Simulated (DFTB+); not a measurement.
**Frequency calculation, with input and output: C3H3NO (part 2 of 3)**

Continued. System: C3H3NO, SMILES C=C1OC1=N. Method: DFTB2, R-SCC (DFTB+ 25.1). The geometry was optimised with DFTB2.

Geometry of the input (Å):
```
C  0.2201  1.6136  0.0148
C  0.2769  0.2829  0.0379
O  1.3345  -0.7058  0.2061
C  -0.0016  -1.1243  0.0122
N  -0.5977  -2.2313  -0.0640
H  -0.7349  2.1246  -0.1328
H  1.1223  2.2177  0.1423
H  -1.6207  -2.1770  -0.2166
```

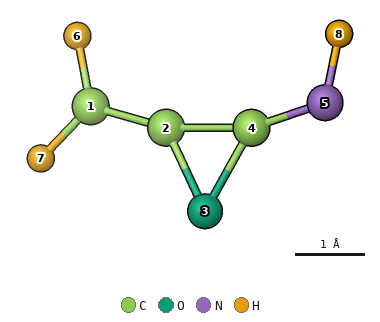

The structure (ball-and-stick view, seen at an oblique angle; atoms are numbered from 1 in the order of the input).

The program's output, continued:
```
--------------------------------------------------------------------------------

***  Geometry step: 13

 iSCC Total electronic   Diff electronic      SCC error
    1   -0.12303763E+02    0.00000000E+00    0.14614219E-02
    2   -0.12303764E+02    0.42740808E-03    0.57029619E-03
    3   -0.12303764E+02   -0.33645273E-06    0.67942016E-04
    4   -0.12303764E+02   -0.56086847E-07    0.67223154E-05
    5   -0.12303764E+02   -0.14545698E-09    0.10711606E-05
    6   -0.12303764E+02   -0.51727511E-11    0.72894579E-06
    7   -0.12303764E+02   -0.35527137E-13    0.78902648E-07
    8   -0.12303764E+02   -0.40856207E-13    0.73840984E-08
    9   -0.12303764E+02   -0.17763568E-14    0.41039416E-09

Total Energy:                      -11.8417632892 H         -322.2308 eV
Extrapolated to 0K:                -11.8417632892 H         -322.2308 eV
Total Mermin free energy:          -11.8417632892 H         -322.2308 eV
Force related energy:              -11.8417632892 H         -322.2308 eV

--------------------------------------------------------------------------------

***  Geometry step: 14

 iSCC Total electronic   Diff electronic      SCC error
    1   -0.12303944E+02    0.00000000E+00    0.62318850E-03
    2   -0.12303944E+02   -0.18007716E-03    0.26668106E-03
    3   -0.12303944E+02   -0.65643427E-07    0.79888616E-04
    4   -0.12303944E+02   -0.12725806E-07    0.11005240E-04
    5   -0.12303944E+02   -0.28245495E-09    0.21487652E-05
    6   -0.12303944E+02   -0.12690293E-10    0.44841697E-06
    7   -0.12303944E+02   -0.35527137E-12    0.19351523E-06
    8   -0.12303944E+02   -0.14210855E-13    0.25484455E-07
    9   -0.12303944E+02   -0.71054274E-14    0.81608775E-09

Total Energy:                      -11.8417633833 H         -322.2308 eV
Extrapolated to 0K:                -11.8417633833 H         -322.2308 eV
Total Mermin free energy:          -11.8417633833 H         -322.2308 eV
Force related energy:              -11.8417633833 H         -322.2308 eV

--------------------------------------------------------------------------------

***  Geometry step: 15

 iSCC Total electronic   Diff electronic      SCC error
    1   -0.12304010E+02    0.00000000E+00    0.69904750E-03
    2   -0.12304010E+02   -0.66458480E-04    0.34761174E-03
    3   -0.12304010E+02   -0.33795136E-07    0.59793296E-04
    4   -0.12304010E+02   -0.11462252E-07    0.13480784E-04
    5   -0.12304010E+02   -0.25963587E-09    0.28893789E-05
    6   -0.12304010E+02   -0.20852653E-10    0.41738951E-06
    7   -0.12304010E+02   -0.87219121E-12    0.22287562E-06
    8   -0.12304010E+02   -0.24868996E-13    0.29171464E-07
    9   -0.12304010E+02   -0.17763568E-14    0.58976479E-09

Total Energy:                      -11.8417633893 H         -322.2308 eV
Extrapolated to 0K:                -11.8417633893 H         -322.2308 eV
Total Mermin free energy:          -11.8417633893 H         -322.2308 eV
Force related energy:              -11.8417633893 H         -322.2308 eV

--------------------------------------------------------------------------------

***  Geometry step: 16

 iSCC Total electronic   Diff electronic      SCC error
    1   -0.12304009E+02    0.00000000E+00    0.28791653E-03
    2   -0.12304009E+02    0.11883073E-05    0.15450390E-03
    3   -0.12304009E+02   -0.61758438E-08    0.22827219E-04
    4   -0.12304009E+02   -0.25637519E-08    0.32576846E-05
    5   -0.12304009E+02   -0.36743941E-10    0.13206383E-05
    6   -0.12304009E+02   -0.85620400E-12    0.25195351E-06
    7   -0.12304009E+02   -0.17585933E-12    0.56276272E-07
    8   -0.12304009E+02   -0.88817842E-14    0.17677689E-07
    9   -0.12304009E+02    0.00000000E+00    0.36588521E-09

Total Energy:                      -11.8417634498 H         -322.2308 eV
Extrapolated to 0K:                -11.8417634498 H         -322.2308 eV
Total Mermin free energy:          -11.8417634498 H         -322.2308 eV
Force related energy:              -11.8417634498 H         -322.2308 eV

--------------------------------------------------------------------------------

***  Geometry step: 17

 iSCC Total electronic   Diff electronic      SCC error
    1   -0.12303945E+02    0.00000000E+00    0.21968284E-03
    2   -0.12303945E+02    0.64222061E-04    0.85663059E-04
    3   -0.12303945E+02   -0.76165136E-08    0.89797475E-05
    4   -0.12303945E+02   -0.12672778E-08    0.96941633E-06
    5   -0.12303945E+02   -0.27178260E-11    0.15118268E-06
    6   -0.12303945E+02   -0.95923269E-13    0.30767436E-07
    7   -0.12303945E+02   -0.17763568E-14    0.33801841E-08
    8   -0.12303945E+02    0.00000000E+00    0.91940389E-09

Total Energy:                      -11.8417634500 H         -322.2308 eV
Extrapolated to 0K:                -11.8417634500 H         -322.2308 eV
Total Mermin free energy:          -11.8417634500 H         -322.2308 eV
Force related energy:              -11.8417634500 H         -322.2308 eV

--------------------------------------------------------------------------------

***  Geometry step: 18

 iSCC Total electronic   Diff electronic      SCC error
    1   -0.12304016E+02    0.00000000E+00    0.69618636E-03
    2   -0.12304016E+02   -0.71402174E-04    0.32479663E-03
    3   -0.12304016E+02   -0.54793359E-07    0.82011889E-04
    4   -0.12304016E+02   -0.11815967E-07    0.11979395E-04
    5   -0.12304016E+02   -0.32931347E-09    0.77576007E-06
    6   -0.12304016E+02   -0.15159429E-10    0.26780869E-06
    7   -0.12304016E+02   -0.71054274E-13    0.16114993E-06
    8   -0.12304016E+02   -0.17763568E-14    0.68819532E-08
    9   -0.12304016E+02    0.00000000E+00    0.47123982E-09

Total Energy:                      -11.8417632488 H         -322.2308 eV
Extrapolated to 0K:                -11.8417632488 H         -322.2308 eV
Total Mermin free energy:          -11.8417632488 H         -322.2308 eV
Force related energy:              -11.8417632488 H         -322.2308 eV

--------------------------------------------------------------------------------

***  Geometry step: 19

 iSCC Total electronic   Diff electronic      SCC error
    1   -0.12303937E+02    0.00000000E+00    0.15286109E-02
    2   -0.12303938E+02    0.78947030E-04    0.69836352E-03
    3   -0.12303938E+02   -0.30028288E-06    0.17915320E-03
    4   -0.12303938E+02   -0.60768288E-07    0.24407454E-04
    5   -0.12303938E+02   -0.14537545E-08    0.18264703E-05
    6   -0.12303938E+02   -0.64211747E-10    0.98471895E-06
    7   -0.12303938E+02   -0.33573144E-12    0.29639362E-06
    8   -0.12303938E+02   -0.58619776E-13    0.14118402E-07
    9   -0.12303938E+02   -0.88817842E-14    0.10292018E-08
   10   -0.12303938E+02   -0.35527137E-14    0.39650194E-09

Total Energy:                      -11.8417632436 H         -322.2308 eV
Extrapolated to 0K:                -11.8417632436 H         -322.2308 eV
Total Mermin free energy:          -11.8417632436 H         -322.2308 eV
Force related energy:              -11.8417632436 H         -322.2308 eV

--------------------------------------------------------------------------------

***  Geometry step: 20

 iSCC Total electronic   Diff electronic      SCC error
    1   -0.12304165E+02    0.00000000E+00    0.13569226E-02
    2   -0.12304166E+02   -0.22761655E-03    0.59994982E-03
    3   -0.12304166E+02   -0.22142741E-06    0.56155424E-04
    4   -0.12304166E+02   -0.49980816E-07    0.29382403E-04
    5   -0.12304166E+02   -0.11220944E-08    0.25735468E-05
    6   -0.12304166E+02   -0.47707616E-10    0.75123590E-06
    7   -0.12304166E+02   -0.53645977E-12    0.11022270E-06
    8   -0.12304166E+02   -0.19539925E-13    0.18687255E-07
    9   -0.12304166E+02   -0.17763568E-14    0.77269369E-09

Total Energy:                      -11.8417628951 H         -322.2308 eV
Extrapolated to 0K:                -11.8417628951 H         -322.2308 eV
Total Mermin free energy:          -11.8417628951 H         -322.2308 eV
Force related energy:              -11.8417628951 H         -322.2308 eV

--------------------------------------------------------------------------------

***  Geometry step: 21

 iSCC Total electronic   Diff electronic      SCC error
    1   -0.12303788E+02    0.00000000E+00    0.11864740E-02
    2   -0.12303789E+02    0.37713872E-03    0.50081894E-03
    3   -0.12303789E+02   -0.18163064E-06    0.15200748E-03
    4   -0.12303789E+02   -0.51236073E-07    0.65385601E-04
    5   -0.12303789E+02   -0.15294148E-08    0.48253607E-05
    6   -0.12303789E+02   -0.89714902E-10    0.11045576E-05
    7   -0.12303789E+02   -0.28848035E-11    0.50842584E-06
    8   -0.12303789E+02   -0.21316282E-13    0.21998726E-07
    9   -0.12303789E+02   -0.21316282E-13    0.48514281E-09

Total Energy:                      -11.8417628874 H         -322.2308 eV
Extrapolated to 0K:                -11.8417628874 H         -322.2308 eV
Total Mermin free energy:          -11.8417628874 H         -322.2308 eV
Force related energy:              -11.8417628874 H         -322.2308 eV

--------------------------------------------------------------------------------

***  Geometry step: 22

 iSCC Total electronic   Diff electronic      SCC error
    1   -0.12303980E+02    0.00000000E+00    0.69939051E-03
    2   -0.12303981E+02   -0.19175025E-03    0.29929202E-03
    3   -0.12303981E+02   -0.60806657E-07    0.65323724E-04
    4   -0.12303981E+02   -0.16029102E-07    0.29364984E-04
    5   -0.12303981E+02   -0.46977000E-09    0.19957842E-05
    6   -0.12303981E+02   -0.21685764E-10    0.36780701E-06
    7   -0.12303981E+02   -0.52757798E-12    0.18315704E-06
    8   -0.12303981E+02   -0.88817842E-14    0.13508386E-07
    9   -0.12303981E+02    0.53290705E-14    0.32149050E-09

Total Energy:                      -11.8417634274 H         -322.2308 eV
Extrapolated to 0K:                -11.8417634274 H         -322.2308 eV
Total Mermin free energy:          -11.8417634274 H         -322.2308 eV
Force related energy:              -11.8417634274 H         -322.2308 eV

--------------------------------------------------------------------------------

***  Geometry step: 23

 iSCC Total electronic   Diff electronic      SCC error
    1   -0.12303973E+02    0.00000000E+00    0.21392962E-03
    2   -0.12303973E+02    0.74231877E-05    0.98224447E-04
    3   -0.12303973E+02   -0.59784071E-08    0.28154116E-04
    4   -0.12303973E+02   -0.12017374E-08    0.35244943E-05
    5   -0.12303973E+02   -0.31191050E-10    0.32054973E-06
    6   -0.12303973E+02   -0.14104273E-11    0.88721707E-07
    7   -0.12303973E+02   -0.53290705E-14    0.28070276E-07
    8   -0.12303973E+02    0.00000000E+00    0.17920829E-08
    9   -0.12303973E+02    0.00000000E+00    0.43844595E-10

Total Energy:                      -11.8417634288 H         -322.2308 eV
Extrapolated to 0K:                -11.8417634288 H         -322.2308 eV
Total Mermin free energy:          -11.8417634288 H         -322.2308 eV
Force related energy:              -11.8417634288 H         -322.2308 eV

--------------------------------------------------------------------------------

***  Geometry step: 24

 iSCC Total electronic   Diff electronic      SCC error
    1   -0.12303920E+02    0.00000000E+00    0.22159161E-03
    2   -0.12303920E+02    0.53354314E-04    0.12335583E-03
    3   -0.12303920E+02   -0.27586022E-08    0.33923762E-04
    4   -0.12303920E+02   -0.85795548E-09    0.85546782E-05
    5   -0.12303920E+02   -0.58482996E-10    0.19974514E-05
    6   -0.12303920E+02   -0.85087493E-11    0.20193666E-06
    7   -0.12303920E+02   -0.12967405E-12    0.43381308E-07
    8   -0.12303920E+02   -0.10658141E-13    0.21258242E-07
    9   -0.12303920E+02    0.17763568E-14    0.85312690E-09

Total Energy:                      -11.8417631246 H         -322.2308 eV
Extrapolated to 0K:                -11.8417631246 H         -322.2308 eV
Total Mermin free energy:          -11.8417631246 H         -322.2308 eV
Force related energy:              -11.8417631246 H         -322.2308 eV

--------------------------------------------------------------------------------

***  Geometry step: 25

 iSCC Total electronic   Diff electronic      SCC error
    1   -0.12304034E+02    0.00000000E+00    0.65692194E-03
    2   -0.12304034E+02   -0.11440186E-03    0.34498647E-03
    3   -0.12304034E+02   -0.30959898E-07    0.78647642E-04
    4   -0.12304034E+02   -0.76219084E-08    0.23161411E-04
    5   -0.12304034E+02   -0.32492586E-09    0.26765339E-05
    6   -0.12304034E+02   -0.44574122E-10    0.38386581E-06
    7   -0.12304034E+02   -0.31441516E-12    0.23065488E-06
    8   -0.12304034E+02   -0.24868996E-13    0.22495510E-07
    9   -0.12304034E+02   -0.71054274E-14    0.17365911E-08
   10   -0.12304034E+02    0.00000000E+00    0.81734619E-11

Total Energy:                      -11.8417631389 H         -322.2308 eV
Extrapolated to 0K:                -11.8417631389 H         -322.2308 eV
Total Mermin free energy:          -11.8417631389 H         -322.2308 eV
Force related energy:              -11.8417631389 H         -322.2308 eV

--------------------------------------------------------------------------------

***  Geometry step: 26

 iSCC Total electronic   Diff electronic      SCC error
    1   -0.12303597E+02    0.00000000E+00    0.56045884E-03
    2   -0.12303597E+02    0.43771239E-03    0.23870854E-03
    3   -0.12303597E+02   -0.48442320E-07    0.91808171E-04
    4   -0.12303597E+02   -0.12571324E-07    0.29399151E-04
    5   -0.12303597E+02   -0.38454395E-09    0.21252661E-05
    6   -0.12303597E+02   -0.17232438E-10    0.36721979E-06
    7   -0.12303597E+02   -0.60751404E-12    0.13104920E-06
    8   -0.12303597E+02   -0.12434498E-13    0.24021777E-07
    9   -0.12303597E+02   -0.71054274E-14    0.63936356E-09

Total Energy:                      -11.8417631130 H         -322.2308 eV
Extrapolated to 0K:                -11.8417631130 H         -322.2308 eV
Total Mermin free energy:          -11.8417631130 H         -322.2308 eV
Force related energy:              -11.8417631130 H         -322.2308 eV

--------------------------------------------------------------------------------

***  Geometry step: 27

 iSCC Total electronic   Diff electronic      SCC error
    1   -0.12304358E+02    0.00000000E+00    0.53890883E-03
    2   -0.12304358E+02   -0.76093533E-03    0.33370879E-03
    3   -0.12304358E+02   -0.72061665E-07    0.16314129E-03
    4   -0.12304358E+02   -0.20367718E-07    0.52070233E-04
    5   -0.12304358E+02   -0.82977003E-09    0.52380260E-05
    6   -0.12304358E+02   -0.10146195E-09    0.46309572E-06
    7   -0.12304358E+02   -0.35598191E-11    0.31216265E-06
    8   -0.12304358E+02   -0.19539925E-13    0.31747731E-07
    9   -0.12304358E+02   -0.12434498E-13    0.41399950E-09

Total Energy:                      -11.8417631132 H         -322.2308 eV
Extrapolated to 0K:                -11.8417631132 H         -322.2308 eV
Total Mermin free energy:          -11.8417631132 H         -322.2308 eV
Force related energy:              -11.8417631132 H         -322.2308 eV

--------------------------------------------------------------------------------

***  Geometry step: 28

 iSCC Total electronic   Diff electronic      SCC error
    1   -0.12303973E+02    0.00000000E+00    0.29635741E-03
    2   -0.12303973E+02    0.38498915E-03    0.16662890E-03
    3   -0.12303973E+02   -0.21194317E-07    0.82930784E-04
    4   -0.12303973E+02   -0.58479053E-08    0.26602617E-04
    5   -0.12303973E+02   -0.22603786E-09    0.23744912E-05
    6   -0.12303973E+02   -0.23158364E-10    0.31346635E-06
    7   -0.12303973E+02   -0.83844043E-12    0.75835727E-07
    8   -0.12303973E+02   -0.12434498E-13    0.12920112E-07
    9   -0.12303973E+02   -0.35527137E-14    0.30226310E-09

Total Energy:                      -11.8417634413 H         -322.2308 eV
Extrapolated to 0K:                -11.8417634413 H         -322.2308 eV
Total Mermin free energy:          -11.8417634413 H         -322.2308 eV
Force related energy:              -11.8417634413 H         -322.2308 eV

--------------------------------------------------------------------------------

***  Geometry step: 29

 iSCC Total electronic   Diff electronic      SCC error
    1   -0.12303981E+02    0.00000000E+00    0.92457025E-04
    2   -0.12303981E+02   -0.84634841E-05    0.49786712E-04
    3   -0.12303981E+02   -0.54271254E-09    0.12018901E-04
    4   -0.12303981E+02   -0.13320722E-09    0.31362684E-05
    5   -0.12303981E+02   -0.72457595E-11    0.26962921E-06
    6   -0.12303981E+02   -0.95567998E-12    0.67483948E-07
    7   -0.12303981E+02   -0.88817842E-14    0.48827875E-08
    8   -0.12303981E+02    0.53290705E-14    0.23065645E-08
    9   -0.12303981E+02    0.00000000E+00    0.13589130E-09
```
